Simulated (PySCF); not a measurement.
AlH, SMILES [AlH] (connectivity only; charge and spin as stated), neutral, multiplicity 1. Atoms are numbered in the order given.

```xyz
2

Al     0.0000     0.0000    -0.1188
H      0.0000     0.0000     1.5439
```

The structure is a stationary point at r2SCAN-D4/def2-TZVPD.

Lowest vertical singlet excitation by several levels in PySCF, with rough processor times relative to the cheapest run on one machine. Each run also gave further roots (ADC and EOM-CCSD ionised and attached states too); roots are paired by order and the bases differ. EOM-CCSD serves as a yardstick, not as the true value; all levels that ended soundly for this molecule are listed, with differences from unrounded values.

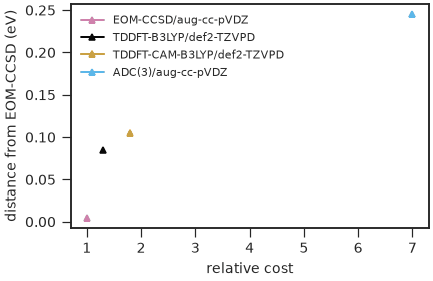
Figure. Cost against distance from EOM-CCSD for the lowest singlet.

| level | relative cost | S1 (eV) | S1 minus EOM-CCSD (eV) |
|---|---|---|---|
| EOM-CCSD/aug-cc-pVDZ | 1 | 2.99 | 0.00 |
| TDDFT-B3LYP/def2-TZVPD | 1 | 2.90 | -0.08 |
| TDDFT-CAM-B3LYP/def2-TZVPD | 2 | 2.88 | -0.11 |
| ADC(3)/aug-cc-pVDZ | 7 | 2.74 | -0.24 |
